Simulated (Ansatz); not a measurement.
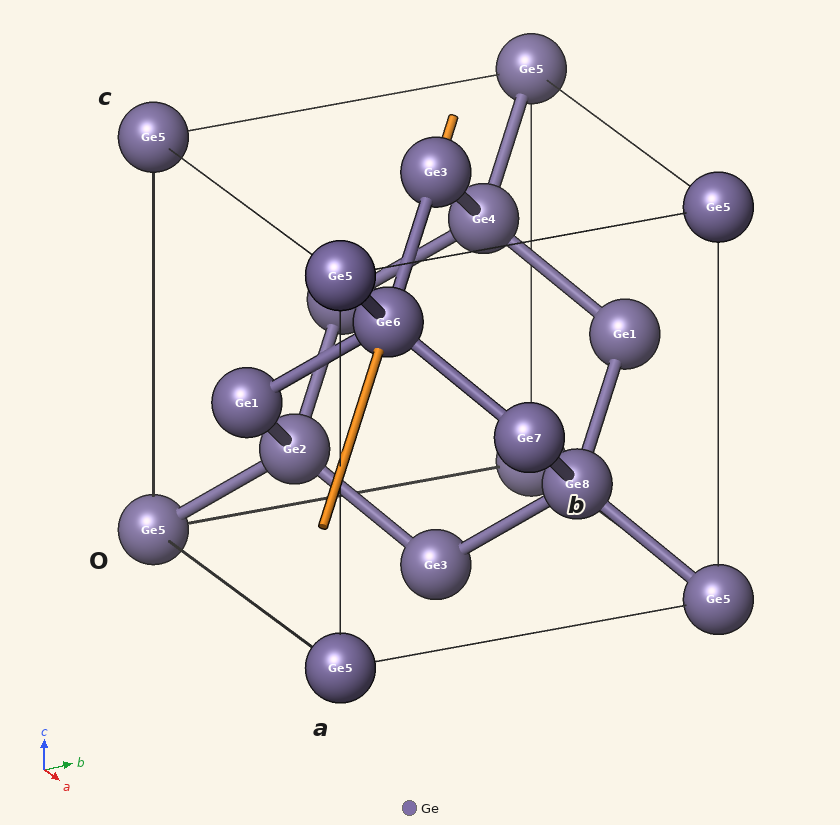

Crystal: Ge, a calculation's input that goes back to an entry of the Crystallography Open Database (an earlier step may have relaxed or displaced it). The coloured rod is the axis of a symmetry operation of the crystal. The drawing is computed from the coordinates (standard cell, symmetry found to 0.002 Å).

a = 5.658 Å, b = 5.658 Å, c = 5.658 Å, α = 90.00°, β = 90.00°, γ = 90.00°.

| atom | x | y | z |
| --- | --- | --- | --- |
| Ge1 | 0.5000 | 0.0000 | 0.5000 |
| Ge2 | 0.2500 | 0.2500 | 0.2500 |
| Ge3 | 0.5000 | 0.5000 | 0.0000 |
| Ge4 | 0.2500 | 0.7500 | 0.7500 |
| Ge5 | 0.0000 | 0.0000 | 0.0000 |
| Ge6 | 0.7500 | 0.2500 | 0.7500 |
| Ge7 | 0.0000 | 0.5000 | 0.5000 |
| Ge8 | 0.7500 | 0.7500 | 0.2500 |

Take the operation x, y, z → −y+1, z−1/2, −x+3/2.

**What kind of operation is it, and where does it lie?**

It is a 3-fold rotation, about the line along [−1 1 1] through (2/3, 1/3, 5/6).

**Onto which atom does it carry each atom (up to whole multiples of a, b and c)?**

Ge1 → Ge5, Ge2 → Ge8, Ge3 → Ge3, Ge4 → Ge2, Ge5 → Ge7, Ge6 → Ge6, Ge7 → Ge1, Ge8 → Ge4.
